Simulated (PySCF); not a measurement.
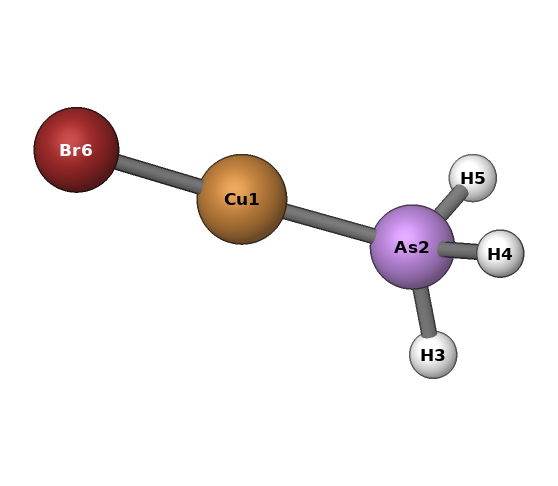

Charge 0, singlet. The computed structure is the end point of a PBE0-D3(BJ)/def2-SVP optimisation. No frequency run is at hand to confirm it as a minimum. Method: delta-SCF UKS SCAN, pcX-2 on the ionised atom (unc-x2c-TZVPall on a metal), pcseg-1 elsewhere, spin-free X2C (PySCF 2.14.0).

Give the core-electron binding energies (to vacuum; p and d levels without spin–orbit splitting) of Cu1 2p.

```tsv
atom	level	binding energy (eV)
Cu1	2p	945.3
```
